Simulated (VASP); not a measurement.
Band structure of Mg2Sn (antifluorite). Computed with modified Becke-Johnson potential (mBJ), VASP's PBE PAW potentials (set 64) (plane waves; VASP).

mBJ is a potential without an energy functional, so only the levels count. Unless said otherwise, spin-orbit coupling is left out, though it shifts the bands of the heavy elements here.

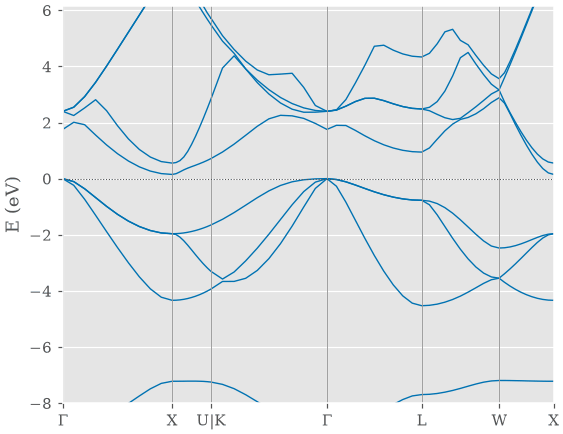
Figure. Bands along high-symmetry lines, zero at the valence-band maximum or, without a gap, the Fermi level

### Question
Read the plot: is there a gap, and where are the band edges?

### Answer
The gap is indirect, 0.15 eV, from the valence maximum at Γ to the conduction minimum at X.

Measured: gap 0.36 eV (computed value off by -0.21 eV), as given by Byungki Ryu et al., Journal of the Korean Physical Society (2019), arXiv:1905.06140.

The compound is Mg2Sn in the antifluorite structure. It was relaxed first. The cell's shape comes from a PBE relaxation.
